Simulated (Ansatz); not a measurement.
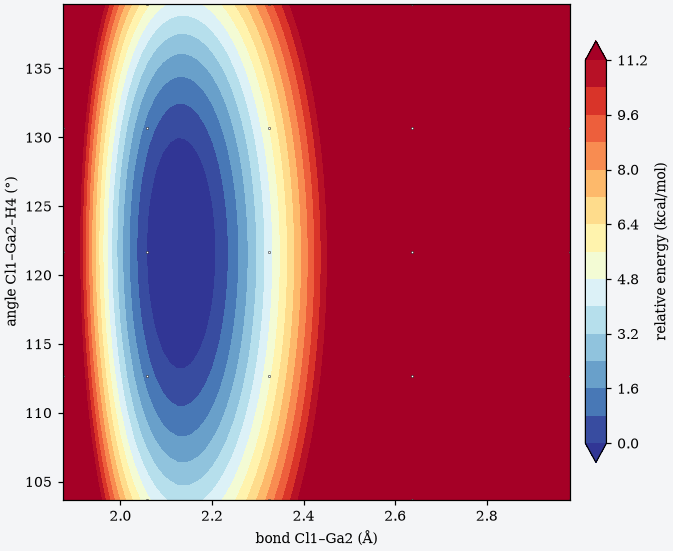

BrClGaH, SMILES [Cl][GaH][Br]. Two internal coordinates are moved rigidly from the geometry relaxed at PBE0-D4/def2-TZVP, all others fixed. Coordinates scanned: (1) bond Cl1–Ga2; (2) angle Cl1–Ga2–H4. The scan uses a 5 × 5 grid. Points are written as (first, second). Energies are in kcal/mol, from the lowest grid point. Computed with RKS r2SCAN-D4/def2-TZVPP (Ansatz).

In the figure: filled contours, dots at the grid points, one colour for all values above the top of the scale. Between grid points the surface is interpolated.

Question: Estimate the position of the minimum and the force constants in these coordinates.

Answer: The interpolated minimum is at bond Cl1–Ga2 ≈ 2.133 Å, angle Cl1–Ga2–H4 ≈ 121.7°. The curvatures there are about 18 eV/Å² and 4.2 eV/rad², with a cross term of about 0 eV/(Å·rad). Round the minimum the two coordinates are nearly uncoupled. (1 eV is 23.1 kcal/mol.)
